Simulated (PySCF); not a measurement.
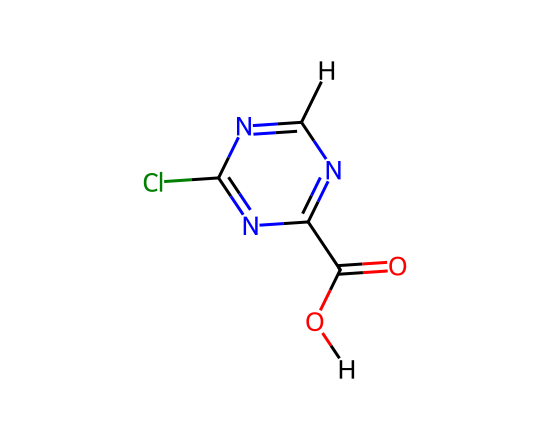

Skeletal drawing of a molecule.

**Write the SMILES.**

O=C(O)c1ncnc(Cl)n1

**What is the molecular formula?**

C4H2ClN3O2.

The parts below concern this one geometry. Atoms keep their numbers from picture to picture. The computed structure is the end point of a PBE0-D3(BJ)/def2-SVP optimisation. No frequency run is at hand to confirm it as a minimum.

**Shape**

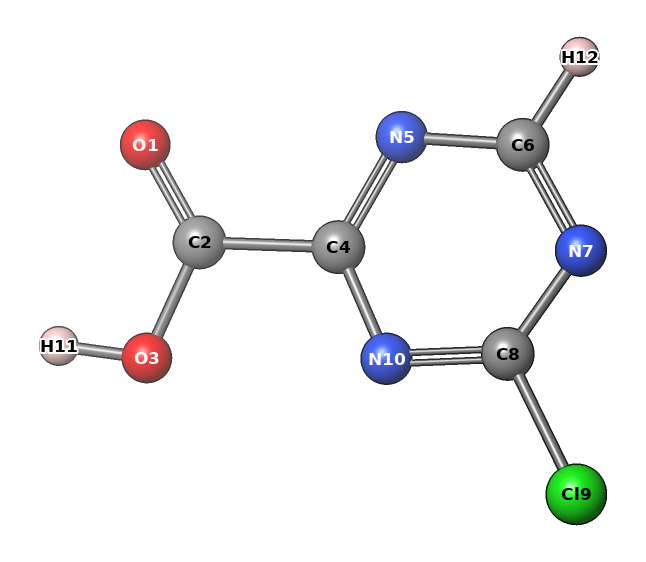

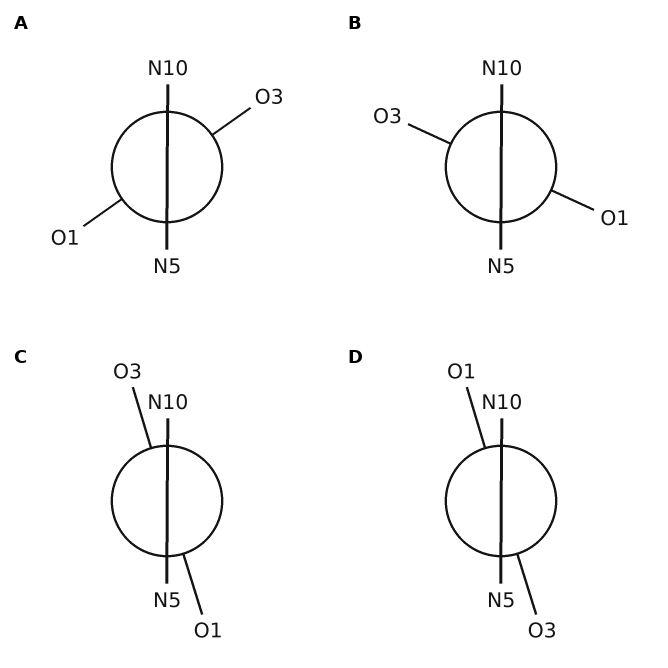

Atoms fade into the background with distance from the viewer. Bonds that would overlap in a projection are set slightly apart. No frequency run is at hand to confirm it as a minimum.

**Which Newman projection shows the view along C4–C2, with C4 in front?**

C. The torsion angle N5–C4–C2–O3 is 175°, antiperiplanar (anti).

**NMR shielding**

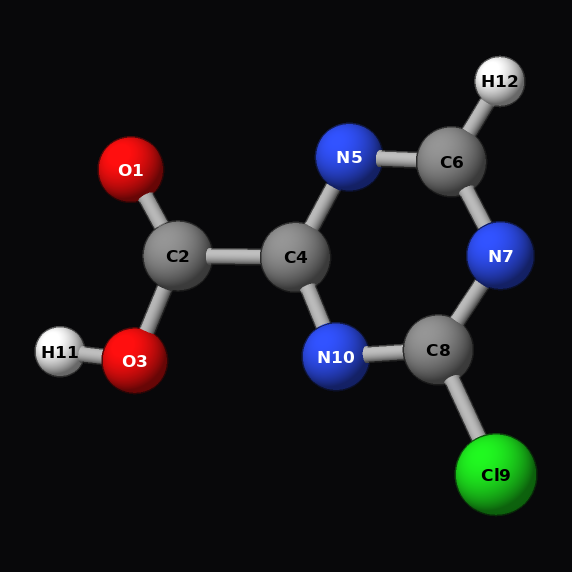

No frequency run is at hand to confirm it as a minimum. Method: GIAO PBE0/pcSseg-1 NMR shielding, non-relativistic, IEF-PCM water (PySCF 2.14.0). Principal shieldings σ11 ≤ σ22 ≤ σ33, span Ω = σ33 − σ11, skew κ = 3(σiso − σ22)/Ω.

**Which O atom has the most anisotropic shielding?**

O1, with a span of 612 ppm.

Give the shielding tensors of the O atoms.

| atom | σ11 | σ22 | σ33 | σiso | Ω | κ |
| --- | --- | --- | --- | --- | --- | --- |
| O1 | −310.4 | −239.9 | 301.3 | −83.0 | 611.7 | 0.77 |
| O3 | −51.2 | 188.0 | 236.5 | 124.4 | 287.7 | −0.66 |

Shieldings and span in ppm.

**Levels of theory compared**

No frequency run is at hand to confirm it as a minimum. Program: PySCF 2.14.0.

Compare HOMO–LUMO gap (eV) at these levels: PBE0/pcSseg-1 in tetrahydrofuran (IEF-PCM); PBE0/pcSseg-1 in water (IEF-PCM); ωB97X-D/def2-SVPD; ωB97X-D/def2-SVPD in tetrahydrofuran (IEF-PCM); ωB97X-D/def2-SVPD in water (IEF-PCM).

```json
{"level": "PBE0/pcSseg-1 in tetrahydrofuran (IEF-PCM)", "HOMO–LUMO gap (eV)": "5.68"}
{"level": "PBE0/pcSseg-1 in water (IEF-PCM)", "HOMO–LUMO gap (eV)": "5.71"}
{"level": "ωB97X-D/def2-SVPD", "HOMO–LUMO gap (eV)": "9.23"}
{"level": "ωB97X-D/def2-SVPD in tetrahydrofuran (IEF-PCM)", "HOMO–LUMO gap (eV)": "9.33"}
{"level": "ωB97X-D/def2-SVPD in water (IEF-PCM)", "HOMO–LUMO gap (eV)": "9.36"}
```

**Charges**

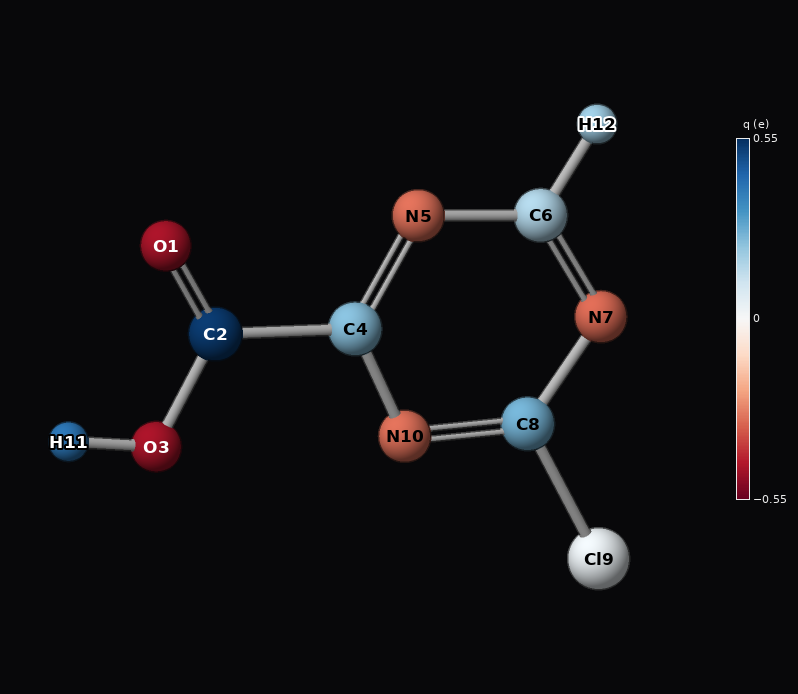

Atoms are coloured by their IAO charges. No frequency run is at hand to confirm it as a minimum. Method: PBE0/pcSseg-1 in tetrahydrofuran (IEF-PCM) (PySCF 2.14.0).

**Which atom carries the highest charge (most positive or least negative)?**

C2 (0.53 e).

**And the lowest?**

O1, O3 (−0.45 e).

Give the IAO charges atom by atom.

```json
{"atom": "O1", "value (e)": "−0.45"}
{"atom": "C2", "value (e)": "0.53"}
{"atom": "O3", "value (e)": "−0.45"}
{"atom": "C4", "value (e)": "0.24"}
{"atom": "N5", "value (e)": "−0.30"}
{"atom": "C6", "value (e)": "0.17"}
{"atom": "N7", "value (e)": "−0.31"}
{"atom": "C8", "value (e)": "0.26"}
{"atom": "Cl9", "value (e)": "0.03"}
{"atom": "N10", "value (e)": "−0.30"}
{"atom": "H11", "value (e)": "0.40"}
{"atom": "H12", "value (e)": "0.20"}
```
